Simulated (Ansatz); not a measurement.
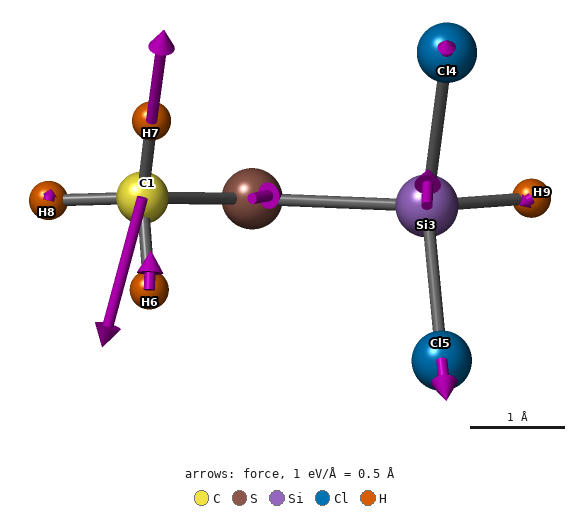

Starting geometry of CH4Cl2SSi (coarse preliminary run) with the computed forces as purple arrows. Style: ball-and-stick. Shown face on.

The start comes from a force field.

These are results of Ansatz, RKS PBE-D4/def2-SVP, not measurements. Settings: force threshold 0.03 eV/Å; at most 200 steps.

Q: What follows when this structure is relaxed?

A: It isn't relaxed: the largest force vector, on the C atom, is 3.39 eV/Å. The final displacements follow the starting forces only in part (cosine between the two patterns 0.45). The largest move after the best rigid fit is that of a Cl atom, 0.081 Å. Largest moves by element: Cl 0.081 Å, S 0.074 Å, H 0.068 Å, C 0.047 Å, Si 0.043 Å. Among the contacts that change: C–H 1.042 → 1.107 Å, Cl–Si 2.023 → 2.079 Å, C–S 1.790 → 1.839 Å, C–H 1.136 → 1.107 Å. Among the angles between lasting bonds that change: H–C–H 104.1° → 109.4°, Cl–Si–H 106.2° → 109.8°, C–S–Si 102.4° → 99.3°. Over 3 accepted moves (4 points after the start) the energy falls by 4.11 kcal/mol. The largest force component goes from 2.4 to 0.025 eV/Å. The line search rejected the trial step at point 2 of the run.
